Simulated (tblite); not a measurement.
## C4H8N2Si: saddle-point search

- system: C4H8N2Si
- method: GFN2-xTB saddle search (eigenvector following) and harmonic vibrations, gas phase (tblite 0.8.0)

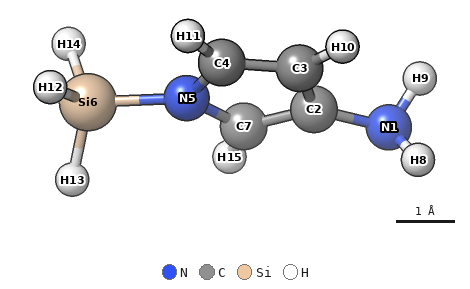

Fig. 1: The input geometry (ball-and-stick view, seen at a tilt; atoms are numbered from 1 in the order of the input).

Key numbers

```json
{"quantity": "outcome", "value": "converged"}
{"quantity": "total energy", "value": "−550.3806 eV"}
{"quantity": "point group", "value": "C1"}
{"quantity": "hardware", "value": "1 CPU thread, shared host"}
{"quantity": "wall time", "value": "2.6 s"}
{"quantity": "peak memory", "value": "0.19 GiB"}
```

Input file
```
{"job": {"xc": "GFN2-xTB", "basis": "xTB", "kind": "saddle"}, "charge": 0, "multiplicity": 1}
N     -2.737155    -0.599755    -0.303686
C     -1.419387    -0.154020    -0.006441
C     -1.113816     0.827141     0.974485
C      0.236212     0.987117     0.964979
N      0.795627     0.159822     0.026253
Si     2.496097    -0.056686    -0.305740
C     -0.229398    -0.537214    -0.560276
H     -3.315616     0.177049    -0.609663
H     -3.174169    -0.996081     0.523089
H     -1.826539     1.335449     1.591439
H      0.858018     1.632415     1.553715
H      3.152982     1.134483     0.221782
H      2.628877    -0.173310    -1.757091
H      2.962826    -1.275522     0.360282
H     -0.025147    -1.253319    -1.333703
```

The first line tells a small driver script what to run in tblite; the rest is the geometry in Å.

Launched with:
```bash
OMP_NUM_THREADS=1 python <driver script> task.json out
```

Output
```
step      E/eV     max force
  0    -550.35568   0.4601
  1    -550.37978   0.0550
  2    -550.38038   0.0278
  3    -550.38049   0.0052
  4    -550.38016   0.0757
  5    -550.38052   0.0092
  6    -550.38058   0.0098
  7    -550.38060   0.0203
  8    -550.38064   0.0014
lowest wavenumbers (cm-1): -242.8 24.5 110.2 186.8 287.8 374.6
```

Trajectory as extended XYZ (Å, eV, eV/Å), 7 of the 9 frames kept, from step=0 to step=8
```
15
Properties=species:S:1:pos:R:3:forces:R:3 step=0 energy=-550.35568
N    -2.7372   -0.5998   -0.3037    0.0890  -0.3070  -0.3310
C    -1.4194   -0.1540   -0.0064   -0.0990   0.0970   0.1120
C    -1.1138    0.8271    0.9745    0.3410   0.0800   0.0420
C     0.2362    0.9871    0.9650    0.0370   0.0440   0.0390
N     0.7956    0.1598    0.0263   -0.1460   0.0400   0.0620
Si    2.4961   -0.0567   -0.3057   -0.0120  -0.0430  -0.0440
C    -0.2294   -0.5372   -0.5603   -0.2560  -0.1140  -0.0870
H    -3.3156    0.1770   -0.6097    0.0530   0.0130   0.0130
H    -3.1742   -0.9961    0.5231    0.0510   0.0210   0.0100
H    -1.8265    1.3354    1.5914   -0.0170   0.0730   0.0780
H     0.8580    1.6324    1.5537    0.0150   0.0140   0.0120
H     3.1530    1.1345    0.2218    0.0060   0.0140   0.0130
H     2.6289   -0.1733   -1.7571    0.0000   0.0110   0.0110
H     2.9628   -1.2755    0.3603    0.0010   0.0090   0.0110
H    -0.0251   -1.2533   -1.3337   -0.0630   0.0480   0.0590
15
Properties=species:S:1:pos:R:3:forces:R:3 step=1 energy=-550.37978
N    -2.7104   -0.6384   -0.3207    0.0180  -0.0160  -0.0420
C    -1.4239   -0.1363    0.0207   -0.0540   0.0070   0.0080
C    -1.1078    0.8662    0.9825    0.0520   0.0110   0.0060
C     0.2428    1.0179    0.9617    0.0070  -0.0010  -0.0010
N     0.7903    0.1677    0.0372   -0.0190   0.0040   0.0140
Si    2.4850   -0.0666   -0.3127    0.0290  -0.0040  -0.0110
C    -0.2415   -0.5353   -0.5300   -0.0280  -0.0090  -0.0100
H    -3.3066    0.1176   -0.6478    0.0280  -0.0160   0.0080
H    -3.1592   -1.0385    0.4988    0.0130   0.0020  -0.0010
H    -1.8067    1.3983    1.5998    0.0040   0.0030   0.0030
H     0.8712    1.6716    1.5348   -0.0010  -0.0010  -0.0030
H     3.1653    1.0802    0.2886   -0.0210  -0.0390  -0.0210
H     2.6213   -0.0972   -1.7703   -0.0010   0.0030   0.0490
H     2.9251   -1.3317    0.2866   -0.0140   0.0430  -0.0190
H    -0.0556   -1.2678   -1.2897   -0.0120   0.0130   0.0190
15
Properties=species:S:1:pos:R:3:forces:R:3 step=3 energy=-550.38049
N    -2.7067   -0.6379   -0.3293    0.0010   0.0010   0.0010
C    -1.4257   -0.1317    0.0233   -0.0050  -0.0010  -0.0010
C    -1.1057    0.8658    0.9899    0.0010   0.0010   0.0010
C     0.2451    1.0145    0.9681    0.0000   0.0000   0.0000
N     0.7892    0.1675    0.0393    0.0000   0.0000   0.0000
Si    2.4832   -0.0668   -0.3139   -0.0030   0.0000   0.0000
C    -0.2447   -0.5302   -0.5297    0.0010   0.0000   0.0000
H    -3.3035    0.1173   -0.6554    0.0010  -0.0010   0.0000
H    -3.1584   -1.0449    0.4851    0.0010   0.0000   0.0000
H    -1.8014    1.3975    1.6114    0.0010   0.0000  -0.0010
H     0.8754    1.6645    1.5429    0.0000   0.0000   0.0000
H     3.1623    1.0892    0.2642    0.0020   0.0030   0.0020
H     2.6135   -0.1194   -1.7684    0.0000   0.0000  -0.0040
H     2.9300   -1.3175    0.3036    0.0010  -0.0040   0.0010
H    -0.0634   -1.2604   -1.2918    0.0000   0.0000   0.0010
15
Properties=species:S:1:pos:R:3:forces:R:3 step=4 energy=-550.38016
N    -2.7037   -0.6525   -0.3155   -0.0080   0.0090   0.0050
C    -1.4248   -0.1359    0.0292    0.0020   0.0030  -0.0010
C    -1.1080    0.8826    0.9754   -0.0020  -0.0070  -0.0070
C     0.2427    1.0321    0.9538    0.0040  -0.0070  -0.0080
N     0.7900    0.1654    0.0447    0.0000   0.0020   0.0060
Si    2.4825   -0.0684   -0.3157    0.0510  -0.0030  -0.0090
C    -0.2419   -0.5449   -0.5125   -0.0030   0.0030   0.0030
H    -3.3012    0.0935   -0.6622    0.0110  -0.0120   0.0080
H    -3.1571   -1.0410    0.5071    0.0010   0.0050  -0.0070
H    -1.8055    1.4265    1.5843    0.0030  -0.0050  -0.0050
H     0.8710    1.6949    1.5164   -0.0030  -0.0050  -0.0050
H     3.1714    1.0412    0.3452   -0.0300  -0.0570  -0.0340
H     2.6282   -0.0261   -1.7739   -0.0040  -0.0020   0.0740
H     2.9039   -1.3685    0.2217   -0.0200   0.0670  -0.0290
H    -0.0580   -1.2913   -1.2585   -0.0020   0.0080   0.0090
15
Properties=species:S:1:pos:R:3:forces:R:3 step=5 energy=-550.38052
N    -2.7061   -0.6406   -0.3267    0.0010  -0.0010   0.0000
C    -1.4256   -0.1325    0.0245    0.0000   0.0000   0.0000
C    -1.1061    0.8691    0.9870    0.0000   0.0010   0.0010
C     0.2446    1.0177    0.9654   -0.0010   0.0010   0.0010
N     0.7894    0.1668    0.0407    0.0000   0.0000  -0.0010
Si    2.4830   -0.0670   -0.3143   -0.0060   0.0010   0.0010
C    -0.2442   -0.5333   -0.5261    0.0000  -0.0010   0.0000
H    -3.3028    0.1129   -0.6567   -0.0010   0.0010  -0.0010
H    -3.1582   -1.0441    0.4891    0.0000  -0.0010   0.0010
H    -1.8022    1.4032    1.6059    0.0000   0.0010   0.0000
H     0.8746    1.6702    1.5379    0.0000   0.0010   0.0000
H     3.1641    1.0796    0.2795    0.0040   0.0070   0.0040
H     2.6162   -0.1010   -1.7690    0.0000   0.0000  -0.0090
H     2.9251   -1.3267    0.2872    0.0020  -0.0080   0.0040
H    -0.0624   -1.2667   -1.2849    0.0000  -0.0010  -0.0010
15
Properties=species:S:1:pos:R:3:forces:R:3 step=7 energy=-550.38060
N    -2.7042   -0.6515   -0.3158   -0.0020   0.0010   0.0020
C    -1.4248   -0.1363    0.0290    0.0010   0.0010   0.0010
C    -1.1080    0.8822    0.9747   -0.0010  -0.0020  -0.0020
C     0.2427    1.0311    0.9538    0.0010  -0.0020  -0.0020
N     0.7900    0.1637    0.0457    0.0000   0.0010   0.0020
Si    2.4826   -0.0677   -0.3158    0.0140  -0.0010  -0.0030
C    -0.2419   -0.5462   -0.5117   -0.0010   0.0010   0.0010
H    -3.3007    0.0955   -0.6610    0.0010  -0.0020   0.0010
H    -3.1579   -1.0405    0.5063    0.0010   0.0010  -0.0020
H    -1.8058    1.4265    1.5829    0.0010  -0.0010  -0.0010
H     0.8710    1.6936    1.5165   -0.0010  -0.0010  -0.0010
H     3.1711    1.0397    0.3432   -0.0080  -0.0150  -0.0090
H     2.6280   -0.0249   -1.7712   -0.0010  -0.0010   0.0200
H     2.9050   -1.3648    0.2198   -0.0050   0.0180  -0.0080
H    -0.0578   -1.2930   -1.2570   -0.0010   0.0020   0.0020
15
Properties=species:S:1:pos:R:3:forces:R:3 step=8 energy=-550.38064
N    -2.7042   -0.6519   -0.3153    0.0000   0.0000   0.0000
C    -1.4248   -0.1365    0.0292    0.0000   0.0000   0.0000
C    -1.1081    0.8828    0.9740    0.0000   0.0000   0.0000
C     0.2426    1.0314    0.9533    0.0000   0.0000   0.0000
N     0.7901    0.1632    0.0463    0.0000   0.0000   0.0000
Si    2.4826   -0.0676   -0.3159    0.0010   0.0000   0.0000
C    -0.2418   -0.5470   -0.5107    0.0000   0.0000   0.0000
H    -3.3004    0.0948   -0.6614    0.0000   0.0000   0.0000
H    -3.1582   -1.0399    0.5070    0.0000   0.0000   0.0000
H    -1.8059    1.4276    1.5815    0.0000   0.0000   0.0000
H     0.8710    1.6944    1.5154    0.0000   0.0000   0.0000
H     3.1713    1.0371    0.3455    0.0000  -0.0010   0.0000
H     2.6285   -0.0209   -1.7701    0.0000   0.0000   0.0010
H     2.9042   -1.3653    0.2158    0.0000   0.0010  -0.0010
H    -0.0577   -1.2945   -1.2551    0.0000   0.0000   0.0000
```

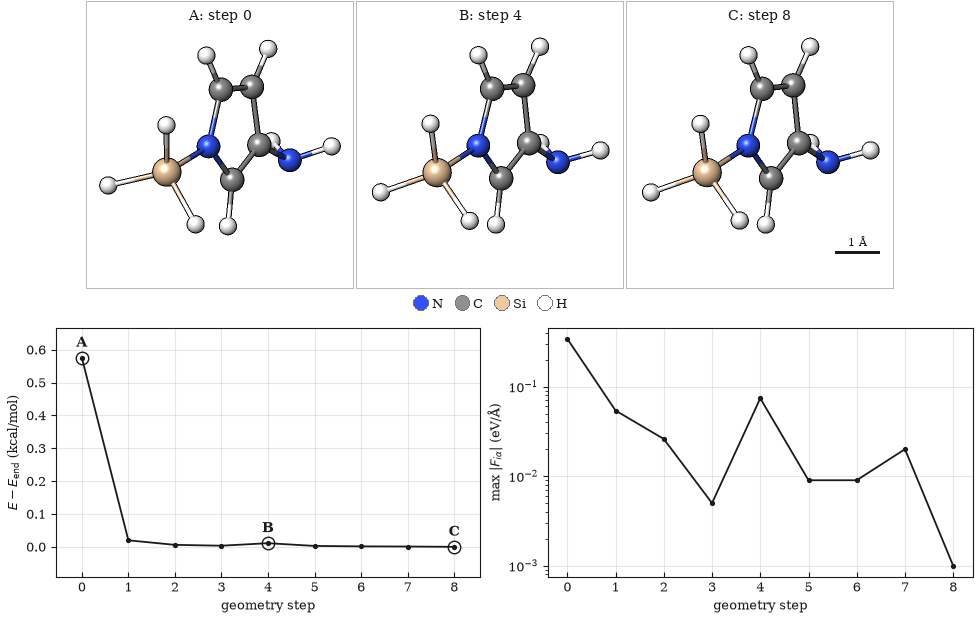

Fig. 2: Frames of the saddle-point search (ball-and-stick view, seen at a tilt) above the curves, on which the letters mark them (steps are counted from 0).

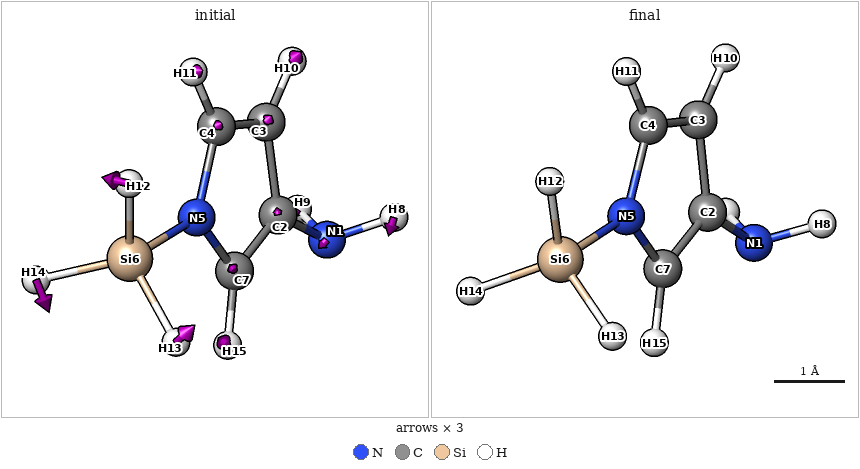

Fig. 3: Before (left) and after (right) the saddle-point search, at one scale (ball-and-stick view, seen at a tilt). The pink arrows give the displacements, magnified 3 times. The largest move after the best rigid fit is that of H14, 0.18 Å. Largest moves by element: H 0.18 Å, N 0.06 Å, C 0.06 Å, Si 0.02 Å. Among the contacts that change: C2–C3 1.421 → 1.425 Å. Among the angles that change: N1–C2–C3 124.1° → 128.3°, N1–C2–C7 129.3° → 125.1°. After 8 geometry steps the energy has fallen by 0.58 kcal/mol. The largest force component goes from 0.34 to 0.001 eV/Å. (Atoms are counted from 1 in the order of the input.)
